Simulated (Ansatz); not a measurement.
**r2SCAN0/def2-TZVPP run of NOF (nitrosyl fluoride)**

What is the electronic atomisation energy of NOF (nitrosyl fluoride) at r2SCAN0/def2-TZVPP? 

Program for the calculation: Ansatz 0.2.0.

59 further runs of the same task are left out: 59 set aside as unsound or not needed.

## Step 1: The molecule

NOF: 3 atoms, total charge 0, spin state singlet. SMILES: `O=NF`. Geometry: relaxed at PBE0-D4/def2-TZVP.

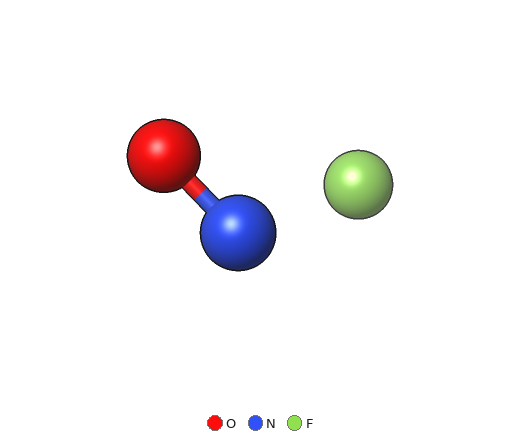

Viewed from a chosen angle; oxygen red, nitrogen blue, fluorine green.

## Step 2: The energy at r2SCAN0/def2-TZVPP

File molecule.yaml:

```yaml
crystal:
  periodic: [false, false, false]
  atoms:
    - {symbol: O, position_ang: [0.868350, 0.242970, 0.504740]}
    - {symbol: "N", position_ang: [0.148930, -0.482540, 0.029910]}
    - {symbol: F, position_ang: [-1.017290, 0.239580, -0.534650]}
basis:
  gaussian: {orbitals: def2-TZVPP}
accuracy: high
hamiltonian: {xc: {name: r2SCAN0}}
output: {orbitals: {seedname: orbitals}}
```

Launch:

```console
$ ansatz run molecule.yaml --threads 1 --pin off --max-ram 3480MiB --events-out events.jsonl --progress --plain --runs-dir runs
```

Standard output:

```text
Warning: RAYON_NUM_THREADS=1 ignored (pool sized by the plan → 1); use --threads N
Functional definition: r2SCAN0
  name "r2SCAN0"
  parameter a = 0.25
  parameter k0 = 0.174
  parameter k1 = 0.065
  parameter a1 = 4.9479
  exchange = (1 - a)*r2scan_x(k0 = k0, k1 = k1, a1 = a1) + a*exact_x
  correlation = r2scan_c
1512 factors; integrals over basis functions are off by at most 3.4e-9 eV
mean field evaluation 1: about -6247.8333 eV, gradient 3.5e1 eV
mean field evaluation 2: about -6243.7473 eV, gradient 6.3e1 eV
mean field evaluation 4: about -6249.4989 eV, gradient 4.5e0 eV
mean field evaluation 8: about -6249.5327 eV, gradient 2.7e-2 eV
mean field evaluation 16: about -6249.5327 eV, gradient 1.0e-6 eV
mean field -6249.53271959 eV, -229.6660913596 hartree, gradient 6.0e-8 eV, S^2 0.000000; 0 other end points of the search recorded, 0 dependent functions left out
reference -6249.53271985 eV, -229.6660913690 hartree; 12, 12 occupied and 81, 81 virtual orbitals, 1512 factors
Total energy: -6249.53271985 eV, -229.6660913690 hartree
```

Wall time 5.1 s (1 thread of Arm Neoverse V2, shared host); peak memory 0.22 GiB.

## Step 3: The F atom, same level

File molecule.yaml:

```yaml
crystal:
  periodic: [false, false, false]
  atoms:
    - symbol: F
      position_ang: [0.000000, 0.000000, 0.000000]
basis:
  gaussian: {orbitals: def2-TZVPP}
magnetization: {spin_polarized: true, initial_magnetization: 1}
hamiltonian: {xc: {name: r2SCAN0}}
accuracy: high
```

Run the same way, it converges to -99.72093 Eh (log not shown).

## Step 4: The N atom

File job.yaml:

```yaml
crystal:
  periodic: [false, false, false]
  atoms:
    - {symbol: N, position_ang: [0.000000, 0.000000, 0.000000]}
basis:
  gaussian: {orbitals: def2-TZVPP}
magnetization: {spin_polarized: true, initial_magnetization: 3}
hamiltonian: {xc: {name: r2SCAN0}}
accuracy: high
```

Launch:

```console
$ ansatz run job.yaml --threads 1 --pin off --max-ram 3480MiB --events-out events.jsonl --progress --plain --runs-dir runs
```

Standard output:

```text
Warning: RAYON_NUM_THREADS=1 ignored (pool sized by the plan → 1); use --threads N
[... 8 set-up lines as earlier in the session ...]
312 factors; integrals over basis functions are off by at most 3.3e-9 eV
mean field evaluation 1: about -1485.1361 eV, gradient 6.1e0 eV
mean field evaluation 2: about -1485.2165 eV, gradient 2.5e0 eV
mean field evaluation 4: about -1485.2396 eV, gradient 3.3e-1 eV
mean field evaluation 8: about -1485.2368 eV, gradient 9.4e-4 eV
mean field evaluation 16: about -1485.2368 eV, gradient 1.8e-9 eV
mean field -1485.23678275 eV, -54.5814450365 hartree, gradient 1.8e-9 eV, S^2 3.754921; 0 other end points of the search recorded, 0 dependent functions left out
reference -1485.23678342 eV, -54.5814450609 hartree; 5, 2 occupied and 26, 29 virtual orbitals, 312 factors
Total energy: -1485.23678342 eV, -54.5814450609 hartree
```

It took 0.93 s on 1 thread of Arm Neoverse V2, shared host; peak memory 0.099 GiB.

## Step 5: The O atom at the same level

File run.yaml:

```yaml
crystal:
  periodic: [false, false, false]
  atoms:
    - symbol: O
      position_ang: [0.000000, 0.000000, 0.000000]
basis:
  gaussian:
    orbitals: def2-TZVPP
magnetization:
  spin_polarized: true
  initial_magnetization: 2
hamiltonian:
  xc: {name: r2SCAN0}
accuracy: high
```

Launch:

```console
$ ansatz run run.yaml --threads 1 --pin off --max-ram 3480MiB --events-out events.jsonl --progress --plain --runs-dir runs
```

Standard output:

```text
Warning: RAYON_NUM_THREADS=1 ignored (pool sized by the plan → 1); use --threads N
[... 8 set-up lines as earlier in the session ...]
306 factors; integrals over basis functions are off by at most 3.5e-9 eV
mean field evaluation 1: about -2042.2318 eV, gradient 7.9e0 eV
mean field evaluation 2: about -2042.3626 eV, gradient 2.6e0 eV
mean field evaluation 4: about -2042.3856 eV, gradient 7.5e-2 eV
mean field evaluation 8: about -2042.3875 eV, gradient 2.6e-3 eV
mean field evaluation 16: about -2042.3875 eV, gradient 5.8e-8 eV
mean field -2042.38752461 eV, -75.0563571496 hartree, gradient 5.8e-8 eV, S^2 2.005242; 0 other end points of the search recorded, 0 dependent functions left out
reference -2042.38752500 eV, -75.0563571636 hartree; 5, 3 occupied and 26, 28 virtual orbitals, 306 factors
Total energy: -2042.38752500 eV, -75.0563571636 hartree
```

It took 1 s on 1 thread of Arm Neoverse V2, shared host; peak memory 0.1 GiB.

## Step 6: Outcome

Level: r2SCAN0/def2-TZVPP.

```
                     quantity          value
       molecule: total energy  -229.66609 Eh
        molecule: HOMO energy      -10.04 eV
        molecule: LUMO energy       -3.18 eV
      molecule: HOMO–LUMO gap        6.86 eV
         F atom: total energy   -99.72093 Eh
                 F atom: ⟨S²⟩          0.752
         N atom: total energy   -54.58145 Eh
                 N atom: ⟨S²⟩          3.755
         O atom: total energy   -75.05636 Eh
                 O atom: ⟨S²⟩          2.005
electronic atomisation energy       8.364 eV
```

Taking the molecule apart into free atoms costs 8.36 eV (807 kJ/mol), before zero-point energy and without spin-orbit coupling.
